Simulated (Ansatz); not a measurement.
## Hypothetical zinc blende CsBr: pressure series

Start from CsBr in the zinc blende structure (space group F-43m, No. 216; a = 8.193 Å; a hypothetical phase, not in the database extracts checked).

Cell and atoms are relaxed at each pressure.

Levels (all Ansatz, an electronic-structure program, PAW): PBE (420 eV, scalar-relativistic without spin-orbit coupling); r2SCAN (500 eV, no spin-orbit coupling).

The base cell above is that of PBE; each level relaxes its own structures.

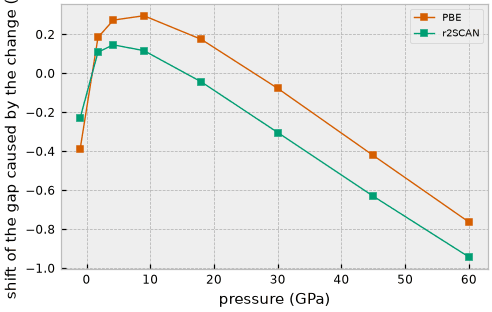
Figure. Shift of the gap caused by the change under two levels

Q: How do the two levels compare along the series?

A: The two levels differ by at most about 0.23 eV. They disagree on the order of pressure 30 GPa and pressure −1 GPa.

Load acts through the strain it causes; cell and atoms are relaxed under it. Stability against distortions was not tested. No other phases were tried under pressure.
